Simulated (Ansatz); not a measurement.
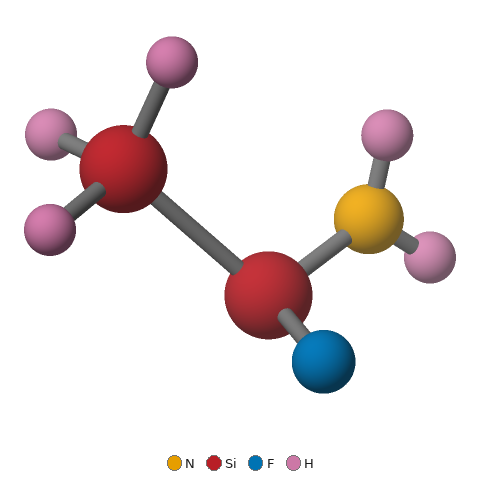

Geometry used (Si₂NH₅F, SMILES N[Si](F)[SiH3], doublet).

Kohn-Sham orbital energies near the frontier (alpha spin), ωB97M-V/def2-TZVPP with the Ansatz code, at a PBE0-D4/def2-TZVP geometry (a minimum by its frequencies), isolated molecule; empty levels in grey, levels within 0.03 eV side by side.

Where do the highest filled and lowest empty alpha orbitals lie?

Answer. HOMO at −7.55 eV, LUMO at 1.57 eV, 9.13 eV apart.

How far below the HOMO does the next level lie?

Answer. 3.01 eV.

List the levels.

Answer.
```csv
orbital,energy (eV)
LUMO+2,2.59
LUMO+1,1.98
LUMO,1.57
HOMO,−7.55
HOMO−1,−10.56
HOMO−2,−11.34
HOMO−3,−12.21
HOMO−4,−12.33
```

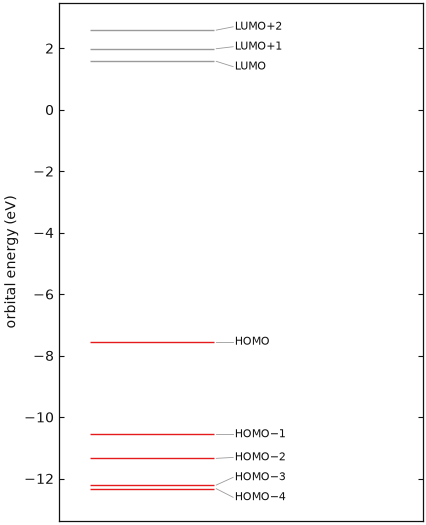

Known limits of this run: empty levels above zero depend strongly on the basis.
